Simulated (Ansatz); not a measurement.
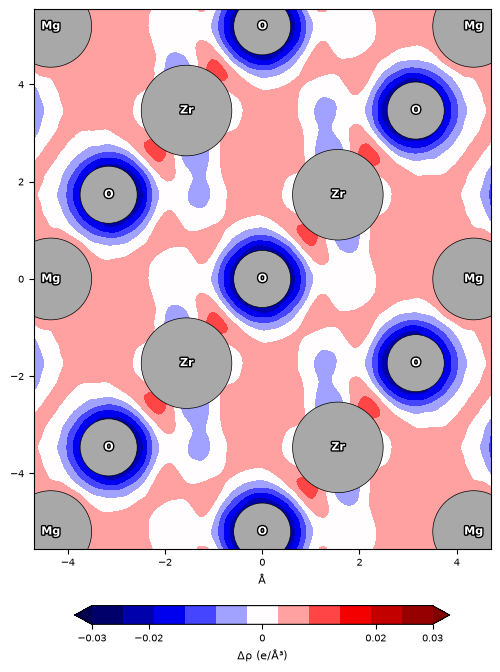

MgZr2O3. Difference of the valence pseudo-densities of two functionals at the same geometry, on the (110) plane of the calculation cell: PBE less r2SCAN.

Both computed with Ansatz (plane waves, PAW), on the same k-point mesh. Grey discs cover the atomic cores.

**What does the difference map show?**

Against r2SCAN, PBE gives less density around O (−0.015 e/Å³ on average at 0.7 Å from the nucleus) and a change of +0.008 e/Å³ at the midpoint of Zr–O.
